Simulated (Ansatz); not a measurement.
Single-point calculation of AlTi$_{4}$ (charge +1)

The run: single-point calculation of AlTi$_{4}$, charge +1. Method and program: RKS PBE-D4/def2-SVP (Ansatz 0.2.0).

The geometry comes from this level: B3LYP-D4/def2-SVP.

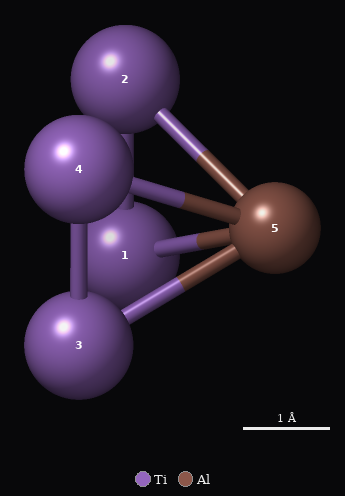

Fig. 1: The structure as given in the input (ball-and-stick view, seen at an oblique angle; atoms are numbered from 1 in the order of the input). Sticks mark near contacts. Bond lengths as drawn: Al–Ti 2.67 Å and Ti–Ti 2.25 Å.

## Results in brief

| quantity | value |
| --- | --- |
| outcome | converged |
| total energy | −99005.2696 eV |
| mean-field energy | −99005.0141 eV |
| dispersion energy | −0.2555 eV |
| SCF solution under orbital rotations | stable |
| HOMO | −7.58 eV |
| LUMO | −7.45 eV |
| hardware | 4 threads of Arm Neoverse V2, 23 GiB of memory available, shared host |
| wall time | 5.5 s (CPU time 20 s) |
| peak memory | 0.28 GiB |

## Input file
```yaml
crystal:
  periodic: [false, false, false]
  atoms:
    - {symbol: Ti, position_ang: [-0.388910, 1.580280, -0.651780]}
    - {symbol: Ti, position_ang: [0.870514, 1.020982, 1.130651]}
    - {symbol: Ti, position_ang: [-1.459304, -0.742440, -0.626697]}
    - {symbol: Ti, position_ang: [-0.200740, -1.305111, 1.155069]}
    - {symbol: Al, position_ang: [1.178441, -0.553711, -1.007244]}
basis:
  gaussian: {orbitals: def2-SVP, initial_orbitals: start.molden}
total_charge: 1
hamiltonian: {xc: pbe, dispersion: d4}
scf: {omitted_lower_state_checks: [starts]}
output: {orbitals: {seedname: orbitals}}
```

Launched with:
```bash
ansatz run in.yaml --threads 4 --pin off --events-out ev --progress --plain --max-ram 4787MiB
```

## Output
```
Functional definition: PBE
  name "PBE"
  cite "Perdew, Burke & Ernzerhof, Phys. Rev. Lett. 77, 3865 (1996) doi:10.1103/PhysRevLett.77.3865"
  parent pbe
  parameter kappa = 0.804
  parameter beta = 0.06672455060314922
  exchange = pbe_x(kappa = kappa, mu = beta*pi^2/3)
  correlation = pbe_c(beta = beta)
these checks for a lower state are left out or cut short: starts
1713 factors; their error is unknown
mean field evaluation 1: about -99004.4073 eV, gradient 1.2e1 eV
mean field evaluation 2: about -99005.0550 eV, gradient 7.6e-1 eV
mean field evaluation 4: about -99005.0137 eV, gradient 2.3e-1 eV
mean field evaluation 8: about -99005.0140 eV, gradient 2.4e-5 eV
mean field evaluation 16: about -99005.0140 eV, gradient 3.5e-3 eV
mean field -99005.01400988 eV, -3638.3671568542 hartree, gradient 3.3e-6 eV, S^2 0.000000; 0 other end points of the search recorded, 0 dependent functions left out
reference -99005.01405993 eV, -3638.3671586938 hartree; 50, 50 occupied and 92, 92 virtual orbitals, 1713 factors
Total energy: -99005.26957000 eV, -3638.3765485155 hartree
Checks for a lower state left out: starts
```

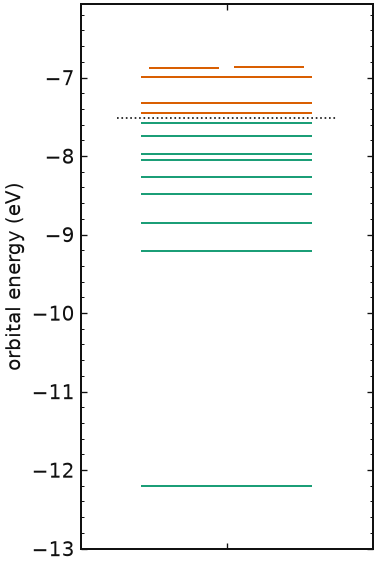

Fig. 2: Orbital energies near the frontier; the dotted line parts filled from empty levels, and levels within 0.02 eV of each other stand side by side. Highest filled −7.58 eV, lowest empty −7.45 eV, 0.13 eV apart.
